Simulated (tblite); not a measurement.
**Geometry relaxation, with input and output: C$_{5}$H$_{7}$GeNS**

C$_{5}$H$_{7}$GeNS, computed with GFN2-xTB geometry optimisation, gas phase (tblite 0.8.0).

It belongs to a series of runs on one base structure; here: H on C replaced by CN.

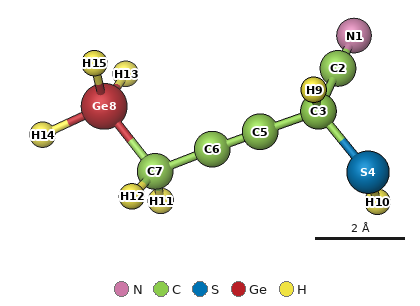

**Figure 1.** The starting structure (ball-and-stick view, seen at a tilt; atoms are numbered from 1 in the order of the input). Sticks mark near contacts. Bond lengths as drawn: C–C 1.22 to 1.48 Å, C–Ge 1.94 Å, C–H 1.11 to 1.12 Å, C–N 1.15 Å, C–S 1.79 Å, Ge–H 1.56 to 1.57 Å and H–S 1.42 Å.

### Input file
```
{"job": {"kind": "relax", "xc": "GFN2-xTB", "basis": "xTB"}, "charge": 0, "multiplicity": 1}
N      2.261800     1.643800    -2.383600
C      2.232600     1.339800    -1.278600
C      2.216600     0.929800     0.123800
S      3.593300    -0.138500     0.553900
C      0.935800     0.224100     0.323300
C     -0.114800    -0.369800     0.488800
C     -1.358800    -1.101300     0.710900
Ge    -2.850400    -0.092100     0.002400
H      2.244700     1.820700     0.783500
H      3.645900    -1.297700    -0.257900
H     -1.311200    -2.106200     0.207900
H     -1.575900    -1.250400     1.797400
H     -2.810000    -0.020400    -1.555600
H     -4.135000    -0.892300     0.422000
H     -2.979000     1.318300     0.647600
```

The first line tells a small driver script what to run in tblite; the rest is the geometry in Å.

Machine: 1 CPU thread, shared host.

Launch command:
```bash
OMP_NUM_THREADS=1 python <driver script> task.json out
```

### What the program printed
```
step      E/eV     max force
  0    -604.72620    2.174
  1    -604.90723    3.226
  2    -604.99166    3.198
  3    -605.08903    0.645
  4    -605.09880    1.906
  5    -605.14368    1.019
  6    -605.16742    0.715
  7    -605.18055    0.374
  8    -605.18971    0.388
  9    -605.19918    0.340
 10    -605.20454    0.274
 11    -605.20796    0.168
 12    -605.21067    0.164
 13    -605.21357    0.253
 14    -605.21574    0.202
 15    -605.21726    0.129
 16    -605.21848    0.125
 17    -605.21961    0.128
 18    -605.22053    0.117
 19    -605.22132    0.074
 20    -605.22219    0.100
 21    -605.22328    0.130
 22    -605.22422    0.093
 23    -605.22472    0.051
 24    -605.22504    0.047
 25    -605.22537    0.060
 26    -605.22578    0.084
 27    -605.22616    0.073
 28    -605.22641    0.039
 29    -605.22658    0.038
 30    -605.22678    0.066
 31    -605.22706    0.086
 32    -605.22735    0.072
 33    -605.22757    0.042
 34    -605.22775    0.040
 35    -605.22793    0.059
 36    -605.22811    0.060
 37    -605.22821    0.037
 38    -605.22826    0.022
 39    -605.22830    0.023
 40    -605.22835    0.035
 41    -605.22839    0.028
 42    -605.22842    0.013
 43    -605.22843    0.011
 44    -605.22844    0.015
 45    -605.22846    0.019
 46    -605.22848    0.015
 47    -605.22849    0.011
 48    -605.22850    0.010
 49    -605.22852    0.015
 50    -605.22854    0.016
 51    -605.22856    0.013
 52    -605.22858    0.012
 53    -605.22859    0.014
 54    -605.22861    0.016
 55    -605.22864    0.019
 56    -605.22866    0.018
 57    -605.22868    0.011
 58    -605.22870    0.015
 59    -605.22873    0.015
 60    -605.22876    0.018
 61    -605.22879    0.016
 62    -605.22881    0.018
 63    -605.22883    0.017
 64    -605.22887    0.016
 65    -605.22891    0.022
 66    -605.22895    0.020
 67    -605.22898    0.017
 68    -605.22899    0.011
 69    -605.22900    0.009
```

### Trajectory as extended XYZ (Å, eV, eV/Å), 7 of the 70 frames kept, from step=0 to step=69
```
15
Properties=species:S:1:pos:R:3:forces:R:3 step=0 energy=-604.72620
N     2.2618    1.6438   -2.3836   -0.0530  -0.2080   0.5090
C     2.2326    1.3398   -1.2786    0.2650   0.1810  -0.0160
C     2.2166    0.9298    0.1238   -1.9300  -0.0770  -0.9970
S     3.5933   -0.1385    0.5539    1.6250  -1.1430   0.3350
C     0.9358    0.2241    0.3233   -1.3000  -0.5010   0.2840
C    -0.1148   -0.3698    0.4888    1.1830   0.2700   0.0880
C    -1.3588   -1.1013    0.7109    0.8450  -0.5090   0.2090
Ge   -2.8504   -0.0921    0.0024   -1.4720   0.4450  -0.5220
H     2.2447    1.8207    0.7835    0.3220  -0.4550  -0.2020
H     3.6459   -1.2977   -0.2579   -0.6810   1.3120   0.3560
H    -1.3112   -2.1062    0.2079    0.0590   0.7810   0.4860
H    -1.5759   -1.2504    1.7974    0.4940   0.0150  -0.6500
H    -2.8100   -0.0204   -1.5556   -0.0400   0.0930   0.8180
H    -4.1350   -0.8923    0.4220    0.5590   0.4470  -0.2870
H    -2.9790    1.3183    0.6476    0.1230  -0.6500  -0.4110
15
Properties=species:S:1:pos:R:3:forces:R:3 step=12 energy=-605.21067
N     2.2845    1.6323   -2.3646    0.0510  -0.0480  -0.1290
C     2.2565    1.2943   -1.2744    0.0130   0.0540   0.1540
C     2.1763    0.8822    0.1056    0.0400  -0.0070  -0.0040
S     3.6691   -0.1252    0.5871    0.0200  -0.0360  -0.0230
C     0.9252    0.1985    0.3327    0.1000   0.0310   0.0230
C    -0.0955   -0.4076    0.5066   -0.0940  -0.1130   0.0310
C    -1.3365   -1.0988    0.7197   -0.0900  -0.0010  -0.0360
Ge   -2.8999   -0.1024   -0.0019   -0.0280   0.0310  -0.0070
H     2.2767    1.7526    0.7597   -0.0700   0.1260   0.0140
H     3.4849   -1.1254   -0.2711   -0.0590  -0.0110  -0.0570
H    -1.2985   -2.0754    0.2267    0.0250   0.0130   0.0760
H    -1.4962   -1.2542    1.7916    0.0620  -0.0290  -0.0530
H    -2.8356    0.0187   -1.4913    0.0030  -0.0090   0.0620
H    -4.1418   -0.8540    0.3764    0.0290   0.0410  -0.0370
H    -2.9737    1.2725    0.5828   -0.0020  -0.0430  -0.0160
15
Properties=species:S:1:pos:R:3:forces:R:3 step=23 energy=-605.22472
N     2.3446    1.5697   -2.3651    0.0070  -0.0030  -0.0350
C     2.2642    1.3002   -1.2578    0.0220   0.0230   0.0390
C     2.1650    0.9092    0.1271    0.0050  -0.0100  -0.0160
S     3.6624   -0.1239    0.5524   -0.0510  -0.0040  -0.0040
C     0.9230    0.2077    0.3520    0.0020  -0.0020  -0.0030
C    -0.0868   -0.4246    0.5004   -0.0330   0.0050   0.0090
C    -1.3308   -1.1099    0.7190   -0.0220  -0.0040   0.0080
Ge   -2.8908   -0.1037    0.0029   -0.0170   0.0030  -0.0100
H     2.2436    1.7840    0.7814    0.0440   0.0020  -0.0180
H     3.4095   -1.1012   -0.3195   -0.0090   0.0310   0.0070
H    -1.2953   -2.0919    0.2391    0.0000   0.0050   0.0210
H    -1.4714   -1.2585    1.7932   -0.0080  -0.0300  -0.0050
H    -2.8229    0.0190   -1.4818    0.0270   0.0080  -0.0090
H    -4.1475   -0.8355    0.3549    0.0070  -0.0190   0.0100
H    -2.9713    1.2675    0.5876    0.0280  -0.0050   0.0060
15
Properties=species:S:1:pos:R:3:forces:R:3 step=34 energy=-605.22775
N     2.3743    1.5561   -2.3697   -0.0120  -0.0020   0.0180
C     2.2709    1.3020   -1.2603    0.0330   0.0120  -0.0200
C     2.1545    0.9195    0.1254   -0.0260   0.0050  -0.0020
S     3.6305   -0.1389    0.5575   -0.0240   0.0080   0.0070
C     0.9040    0.2304    0.3495   -0.0150  -0.0140   0.0160
C    -0.0962   -0.4149    0.5126    0.0120  -0.0080   0.0040
C    -1.3339   -1.1153    0.7261    0.0050  -0.0030   0.0070
Ge   -2.8865   -0.1095    0.0033    0.0050   0.0070  -0.0010
H     2.2519    1.7959    0.7755   -0.0020  -0.0100  -0.0140
H     3.3781   -1.0860   -0.3441    0.0020  -0.0160  -0.0090
H    -1.2905   -2.0959    0.2454    0.0290  -0.0020  -0.0140
H    -1.4810   -1.2759    1.7972    0.0130   0.0080   0.0190
H    -2.7922    0.0253   -1.4785   -0.0020  -0.0040  -0.0100
H    -4.1435   -0.8429    0.3498   -0.0050   0.0070  -0.0120
H    -2.9448    1.2580    0.5959   -0.0120   0.0120   0.0130
15
Properties=species:S:1:pos:R:3:forces:R:3 step=46 energy=-605.22848
N     2.3811    1.5577   -2.3727    0.0000  -0.0040   0.0140
C     2.2756    1.3024   -1.2638   -0.0020   0.0080  -0.0120
C     2.1489    0.9223    0.1216   -0.0030   0.0000  -0.0010
S     3.6125   -0.1483    0.5634    0.0100  -0.0010   0.0020
C     0.8963    0.2387    0.3476   -0.0050   0.0000   0.0000
C    -0.0975   -0.4136    0.5195    0.0040  -0.0010  -0.0020
C    -1.3319   -1.1193    0.7323    0.0010   0.0030   0.0000
Ge   -2.8820   -0.1098    0.0047    0.0050  -0.0040   0.0040
H     2.2510    1.7993    0.7696   -0.0030  -0.0020  -0.0040
H     3.3699   -1.0866   -0.3510   -0.0030  -0.0040   0.0000
H    -1.2789   -2.0976    0.2475   -0.0020   0.0030   0.0000
H    -1.4774   -1.2820    1.8036    0.0010   0.0050   0.0000
H    -2.7815    0.0276   -1.4770    0.0070   0.0030  -0.0020
H    -4.1449   -0.8386    0.3374   -0.0080  -0.0060  -0.0020
H    -2.9456    1.2558    0.6031   -0.0010   0.0020   0.0040
15
Properties=species:S:1:pos:R:3:forces:R:3 step=58 energy=-605.22870
N     2.3849    1.5615   -2.3756   -0.0020   0.0000  -0.0120
C     2.2752    1.3040   -1.2678    0.0030   0.0050   0.0140
C     2.1467    0.9230    0.1171    0.0090  -0.0080  -0.0010
S     3.6102   -0.1487    0.5598    0.0040  -0.0020  -0.0030
C     0.8946    0.2393    0.3432    0.0000   0.0060   0.0000
C    -0.0985   -0.4132    0.5175   -0.0020   0.0000   0.0020
C    -1.3319   -1.1184    0.7368    0.0010  -0.0060   0.0050
Ge   -2.8820   -0.1110    0.0080    0.0010   0.0020  -0.0040
H     2.2492    1.7992    0.7661   -0.0020  -0.0010  -0.0070
H     3.3611   -1.0947   -0.3455   -0.0030   0.0050   0.0030
H    -1.2803   -2.0977    0.2541   -0.0020  -0.0040  -0.0010
H    -1.4714   -1.2781    1.8090   -0.0070   0.0000   0.0060
H    -2.7588    0.0375   -1.4709   -0.0050   0.0060  -0.0040
H    -4.1486   -0.8449    0.3186    0.0090  -0.0020  -0.0020
H    -2.9549    1.2503    0.6156   -0.0030  -0.0010   0.0030
15
Properties=species:S:1:pos:R:3:forces:R:3 step=69 energy=-605.22900
N     2.3853    1.5667   -2.3810   -0.0010  -0.0060   0.0020
C     2.2755    1.3051   -1.2740   -0.0040   0.0030  -0.0040
C     2.1464    0.9217    0.1103    0.0040   0.0010   0.0000
S     3.6115   -0.1476    0.5527   -0.0040   0.0010   0.0010
C     0.8946    0.2377    0.3379    0.0050   0.0020   0.0070
C    -0.0961   -0.4159    0.5223    0.0000   0.0070  -0.0010
C    -1.3313   -1.1171    0.7444    0.0030  -0.0020  -0.0010
Ge   -2.8771   -0.1096    0.0068   -0.0070   0.0010  -0.0020
H     2.2471    1.7992    0.7580    0.0020  -0.0030   0.0000
H     3.3463   -1.1055   -0.3348    0.0020  -0.0010  -0.0020
H    -1.2825   -2.0994    0.2679    0.0030  -0.0060  -0.0040
H    -1.4747   -1.2700    1.8172   -0.0020   0.0030   0.0030
H    -2.7377    0.0645   -1.4682    0.0000   0.0040   0.0050
H    -4.1390   -0.8622    0.2894    0.0010   0.0010  -0.0020
H    -2.9727    1.2404    0.6369   -0.0010  -0.0040  -0.0020
```

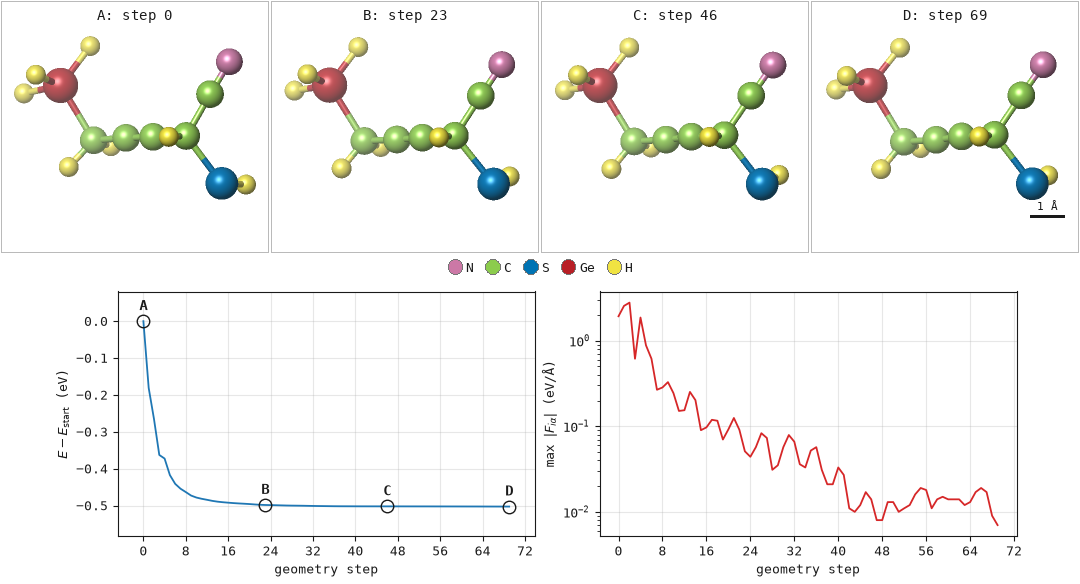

**Figure 2.** Frames of the relaxation (ball-and-stick view, seen at an oblique angle) above the curves, on which the letters mark them (steps are counted from 0).

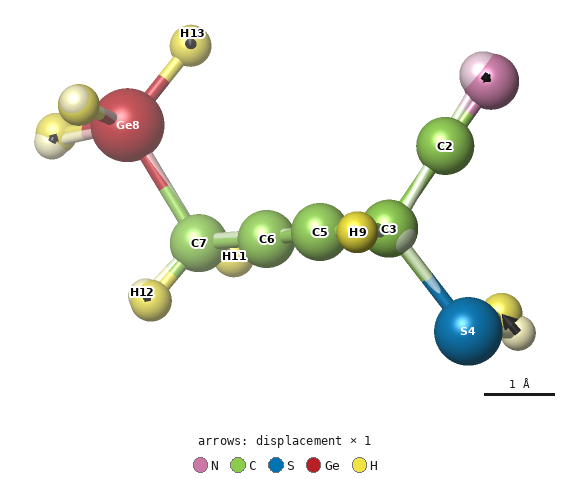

**Figure 3.** Start (faint) and end (solid) with the displacements as black arrows, at true length (ball-and-stick view, seen at an oblique angle). The two geometries are laid on each other by the best rigid fit. Over 69 geometry steps the energy falls by 0.503 eV. The largest force component goes from 1.9 to 0.007 eV/Å. The largest move after the best rigid fit is that of H10, 0.36 Å. Largest moves by element: H 0.36 Å, N 0.15 Å, C 0.07 Å, Ge 0.03 Å, S 0.02 Å. Among the contacts that change: S4–H10 1.416 → 1.333 Å, Ge8–H14 1.571 → 1.496 Å, C3–S4 1.795 → 1.867 Å, Ge8–H13 1.560 → 1.492 Å. Among the angles that change: C3–S4–H10 112.2° → 95.6°, C2–C3–C5 105.9° → 110.8°, C2–C3–S4 112.9° → 108.0°. (Atoms are counted from 1 in the order of the input.)

### Summary

- outcome: converged
- total energy: −605.2290 eV
- wall time: 0.51 s
- peak memory: 0.18 GiB
